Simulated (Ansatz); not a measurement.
## Nudged elastic band, with input and output: AlBH4SO

AlBH4SO, SMILES B[O][AlH][SH], computed with RKS PBE0-D4/def2-SVP (Ansatz 0.2.0).

It belongs to a series of runs on one base structure; here: band between the two ends.

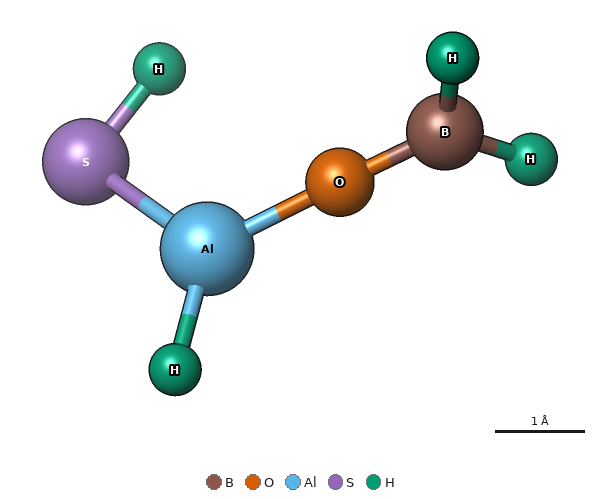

**Figure 1.** The structure as given in the input (ball-and-stick view, seen at an oblique angle). Sticks mark near contacts. Bond lengths as drawn: Al–H 1.57 Å, Al–O 1.70 Å, Al–S 2.18 Å, B–H 1.22 Å, B–O 1.34 Å and H–S 1.35 Å.

### Key numbers

- outcome: converged
- barrier, forward: 0.206 eV
- barrier, backward: 0.209 eV
- hardware: 1 thread of Arm Neoverse V1, 24 GiB of memory available, shared host
- wall time: 2.5 min
- peak memory: 0.16 GiB

### Remarks

The order of the saddle point was not checked.

### The input
```yaml
crystal:
  periodic: [false, false, false]
  atoms:
    - { symbol: B, position_ang: [-1.324695, -0.1448, -1.203277] }
    - { symbol: O, position_ang: [-0.530694, 0.116692, -0.160186] }
    - { symbol: Al, position_ang: [0.463923, 0.470883, 1.176061] }
    - { symbol: S, position_ang: [2.491172, -0.318264, 1.183533] }
    - { symbol: H, position_ang: [-1.98445, -1.166515, -1.214376] }
    - { symbol: H, position_ang: [-1.374931, 0.639755, -2.131317] }
    - { symbol: H, position_ang: [-0.089385, 1.343638, 2.358206] }
    - { symbol: H, position_ang: [2.349059, -0.941398, -0.008654] }
basis:
  gaussian: { orbitals: def2-SVP }
hamiltonian:
  xc: pbe0
  dispersion: d4
neb:
  order_check: false
  images: 5
  f_tol: 0.03
  max_iterations: 60
  initial_path: idpp
  final_atoms:
    - { symbol: B, position_ang: [-1.5826872, -0.09034495, -1.2907111] }
    - { symbol: O, position_ang: [-0.65012399, 0.06383209, -0.34526453] }
    - { symbol: Al, position_ang: [0.54745128, 0.24734368, 0.84714961] }
    - { symbol: S, position_ang: [2.46395177, -0.70022896, 0.44873572] }
    - { symbol: H, position_ang: [-2.34132998, -1.0391775, -1.23602099] }
    - { symbol: H, position_ang: [-1.66189062, 0.72093161, -2.19308908] }
    - { symbol: H, position_ang: [0.23466461, 1.06845113, 2.15087891] }
    - { symbol: H, position_ang: [2.98996314, -0.27081611, 1.61831145] }
```

Command:
```bash
ansatz run input.yaml --threads 1 --pin off --max-ram 2048MiB --backend cpu --events-out ev --progress --plain --runs-dir out
```

### The program's output
```
Engine: ansatz 0.2.0, aarch64-unknown-linux-gnu
Functional definition: PBE0
  parameter a = 0.25
  parameter kappa = 0.804
  parameter beta = 0.06672455060314922
  exchange = (1 - a)*pbe_x(kappa = kappa, mu = beta*pi^2/3) + a*exact_x
  correlation = pbe_c(beta = beta)
863 factors; integrals over basis functions are off by at most 2.8e-4 eV
mean field evaluation 1: about -20202.0167 eV, gradient 4.7e1 eV
mean field evaluation 2: about -20191.2660 eV, gradient 8.8e1 eV
mean field evaluation 4: about -20206.2411 eV, gradient 3.4e0 eV
mean field evaluation 8: about -20206.3023 eV, gradient 6.7e-2 eV
mean field evaluation 16: about -20206.3023 eV, gradient 3.1e-5 eV
mean field -20206.30234480 eV, -742.5679148477 hartree, gradient 3.1e-5 eV, S^2 0.000000; 0 other end points of the search recorded, 0 dependent functions left out
the calculation of the forces begins
reference -20206.30237507 eV, -742.5679159603 hartree; 23, 23 occupied and 61, 61 virtual orbitals, 863 factors
863 factors; integrals over basis functions are off by at most 3.1e-4 eV
mean field evaluation 32: about -20206.3060 eV, gradient 4.4e-5 eV
mean field -20206.30596428 eV, -742.5680478611 hartree, gradient 4.4e-5 eV, S^2 0.000000; 0 other end points of the search recorded, 0 dependent functions left out
[... from here on the field's lines of each further geometry are left out, up to the last ...]
NEB iter   1: max|band force component| = 1.565e0 eV/Å  barrier→ = 0.3076 eV  barrier← = 0.3104 eV  Δτ_max = 0.1679 Å  (175 SCF iters)
NEB iter   2: max|band force component| = 2.504e-1 eV/Å  barrier→ = 0.2137 eV  barrier← = 0.2165 eV  CI = image 3  Δτ_max = 0.0443 Å  (143 SCF iters)
NEB iter   3: max|band force component| = 1.440e-1 eV/Å  barrier→ = 0.2100 eV  barrier← = 0.2128 eV  CI = image 3  Δτ_max = 0.0182 Å  (149 SCF iters)
NEB iter   4: max|band force component| = 1.151e-1 eV/Å  barrier→ = 0.2076 eV  barrier← = 0.2104 eV  CI = image 3  Δτ_max = 0.0460 Å  (146 SCF iters)
NEB iter   5: max|band force component| = 1.173e-1 eV/Å  barrier→ = 0.2073 eV  barrier← = 0.2102 eV  CI = image 3  Δτ_max = 0.0230 Å  (136 SCF iters)
NEB iter   6: max|band force component| = 1.023e-1 eV/Å  barrier→ = 0.2071 eV  barrier← = 0.2099 eV  CI = image 3  Δτ_max = 0.0231 Å  (144 SCF iters)
NEB iter   7: max|band force component| = 7.327e-2 eV/Å  barrier→ = 0.2069 eV  barrier← = 0.2097 eV  CI = image 3  Δτ_max = 0.0458 Å  (144 SCF iters)
NEB iter   8: max|band force component| = 2.501e-2 eV/Å  barrier→ = 0.2066 eV  barrier← = 0.2094 eV  CI = image 3  Δτ_max = 0.0134 Å  (246 SCF iters)
the calculation of the forces begins
reference -20206.09726198 eV, -742.5603781931 hartree; 23, 23 occupied and 61, 61 virtual orbitals, 863 factors
863 factors; integrals over basis functions are off by at most 6.5e-4 eV
mean field -20206.09723135 eV, -742.5603770677 hartree, gradient 1.2e-5 eV, S^2 0.000000; 1 other end points of the search recorded, 0 dependent functions left out
the calculation of the forces begins
reference -20206.09726198 eV, -742.5603781931 hartree; 23, 23 occupied and 61, 61 virtual orbitals, 863 factors
NEB iter   9: max|band force component| = 2.553e-2 eV/Å  barrier→ = 0.2065 eV  barrier← = 0.2093 eV  CI = image 3  Δτ_max = 0.0000 Å  (50 SCF iters)
```

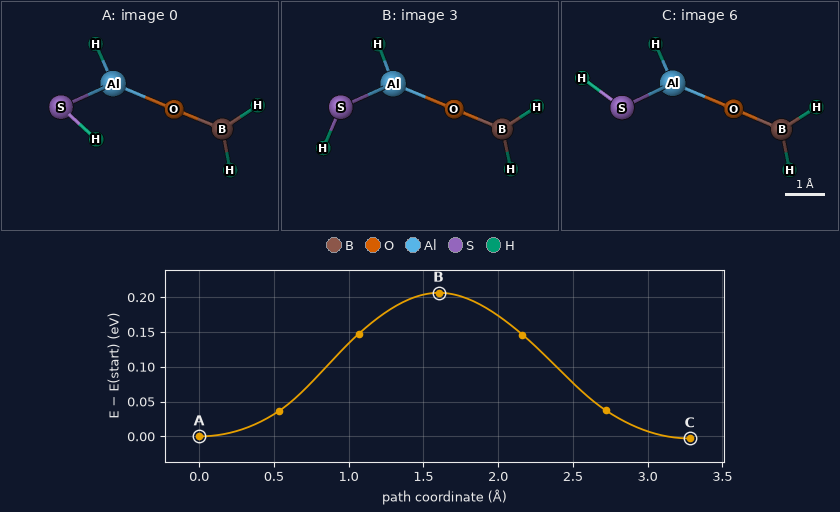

**Figure 2.** Images of the last band (counted from 0; ball-and-stick, seen at a tilt) above the energy along the path; the line is a cubic interpolation that uses the forces. The highest image is number 3, 0.206 eV above the start and 0.209 eV above the end (the climbing image); the end lies 0.003 eV below the start. The path is 3.28 Å long. The band converged in 9 iterations.

```
Total energy: -20206.22049061 eV, -742.5649067618 hartree
Atom 0 at    -1.384963     0.224948    -1.306464 Å, force    -0.002038    -0.002701    -0.003435 eV/Å
Atom 1 at    -0.557878     0.233063    -0.256742 Å, force    -0.001533     0.000343     0.004267 eV/Å
Atom 2 at     0.526373     0.258978     1.053818 Å, force     0.005295     0.013801    -0.003135 eV/Å
Atom 3 at     2.630308    -0.260286     0.691745 Å, force    -0.008684     0.000262     0.002160 eV/Å
Atom 4 at    -1.993283    -0.791386    -1.581961 Å, force     0.003303    -0.000330    -0.002004 eV/Å
Atom 5 at    -1.521977     1.234130    -1.970532 Å, force    -0.001812     0.000208     0.001667 eV/Å
Atom 6 at    -0.067394     0.669167     2.450057 Å, force     0.000473    -0.002478     0.000935 eV/Å
Atom 7 at     2.368812    -1.568624     0.920069 Å, force     0.004996    -0.009105    -0.000454 eV/Å
Dipole moment:     0.003742    -0.145505     0.236383 e Å
this run last wrote the band of iteration 9 to [file]; this run last wrote the band within `neb.f_tol` of iteration 8 to [file]
```

### The last band as extended XYZ (Å, eV, eV/Å)
```
8
Properties=species:S:1:pos:R:3:forces:R:3 image=0 energy=-20206.42694
B    -1.3247   -0.1448   -1.2033   -0.0148  -0.0014  -0.0128
O    -0.5307    0.1167   -0.1602    0.0115  -0.0012   0.0038
Al    0.4639    0.4709    1.1761   -0.0019   0.0012   0.0034
S     2.4912   -0.3183    1.1835    0.0000  -0.0051  -0.0101
H    -1.9845   -1.1665   -1.2144    0.0000   0.0028   0.0043
H    -1.3749    0.6398   -2.1313    0.0049  -0.0023   0.0009
H    -0.0894    1.3436    2.3582    0.0005  -0.0018   0.0008
H     2.3491   -0.9414   -0.0087   -0.0001   0.0078   0.0098
8
Properties=species:S:1:pos:R:3:forces:R:3 image=1 energy=-20206.39043
B    -1.3532   -0.0271   -1.2417   -0.0015  -0.0081   0.0047
O    -0.5038    0.0897   -0.2148    0.0088  -0.0279   0.0090
Al    0.4947    0.4163    1.1259   -0.0006   0.0094   0.0259
S     2.5597   -0.2789    1.1528   -0.0245  -0.0435   0.0797
H    -1.9459   -1.0749   -1.4128    0.0041  -0.0045   0.0052
H    -1.5259    0.9150   -1.9921    0.0238  -0.0117   0.0019
H    -0.0927    1.2155    2.3423   -0.0030   0.0486  -0.0061
H     2.3671   -1.2556    0.2405   -0.0070   0.0378  -0.1202
8
Properties=species:S:1:pos:R:3:forces:R:3 image=2 energy=-20206.27934
B    -1.3716    0.0995   -1.2759   -0.0029  -0.0277  -0.0040
O    -0.5234    0.1440   -0.2429    0.0323  -0.0271   0.0324
Al    0.5188    0.3474    1.0895   -0.0150   0.0123   0.0062
S     2.6311   -0.2149    0.9417   -0.0005  -0.0110   0.1022
H    -1.9828   -0.9267   -1.5049    0.0079  -0.0037   0.0005
H    -1.5265    1.0836   -1.9744    0.0200  -0.0075   0.0187
H    -0.0952    0.9482    2.4028   -0.0177   0.0687  -0.0028
H     2.3495   -1.4810    0.5640   -0.0240  -0.0040  -0.1530
8
Properties=species:S:1:pos:R:3:forces:R:3 image=3 energy=-20206.22046
B    -1.3850    0.2249   -1.3065   -0.0020  -0.0027  -0.0034
O    -0.5579    0.2331   -0.2567   -0.0015   0.0003   0.0043
Al    0.5264    0.2590    1.0538    0.0053   0.0138  -0.0031
S     2.6303   -0.2603    0.6917   -0.0087   0.0003   0.0022
H    -1.9933   -0.7914   -1.5820    0.0033  -0.0003  -0.0020
H    -1.5220    1.2341   -1.9705   -0.0018   0.0002   0.0017
H    -0.0674    0.6692    2.4501    0.0005  -0.0025   0.0009
H     2.3688   -1.5686    0.9201    0.0050  -0.0091  -0.0005
8
Properties=species:S:1:pos:R:3:forces:R:3 image=4 energy=-20206.28044
B    -1.3978    0.3536   -1.3348   -0.0282   0.0081  -0.0230
O    -0.5947    0.3374   -0.2676    0.0005   0.0331   0.0028
Al    0.4997    0.1372    1.0170   -0.0145  -0.0213  -0.0181
S     2.5488   -0.4127    0.4785   -0.0161  -0.0440  -0.0831
H    -2.0061   -0.6547   -1.6417   -0.0017   0.0165  -0.0002
H    -1.5117    1.3750   -1.9825   -0.0122   0.0143  -0.0134
H    -0.0376    0.3816    2.4745    0.0205  -0.0529   0.0041
H     2.4994   -1.5174    1.2566    0.0517   0.0461   0.1310
8
Properties=species:S:1:pos:R:3:forces:R:3 image=5 energy=-20206.38960
B    -1.4087    0.4753   -1.3519   -0.0238   0.0168  -0.0152
O    -0.6034    0.3700   -0.2906    0.0030   0.0286  -0.0036
Al    0.4625   -0.0172    0.9753   -0.0029  -0.0306  -0.0118
S     2.4485   -0.6590    0.3523   -0.0323  -0.0652  -0.0449
H    -2.0532   -0.4917   -1.7117   -0.0120   0.0089  -0.0079
H    -1.4875    1.5347   -1.9420   -0.0046   0.0086  -0.0010
H    -0.0229    0.1193    2.4649    0.0149  -0.0344  -0.0072
H     2.6648   -1.3314    1.5036    0.0577   0.0675   0.0915
8
Properties=species:S:1:pos:R:3:forces:R:3 image=6 energy=-20206.42978
B    -1.5166   -0.1691   -1.3603   -0.0041  -0.0020  -0.0067
O    -0.6358    0.0328   -0.3750    0.0044  -0.0003   0.0043
Al    0.4969    0.2774    0.8687   -0.0008   0.0013   0.0021
S     2.4688   -0.5885    0.5668    0.0013  -0.0018  -0.0031
H    -2.2351   -1.1498   -1.3311    0.0009   0.0002   0.0014
H    -1.5894    0.6311   -2.2731    0.0004   0.0012   0.0012
H     0.0895    1.0939    2.1490   -0.0008   0.0011   0.0002
H     2.9217   -0.1277    1.7549   -0.0014   0.0004   0.0007
```
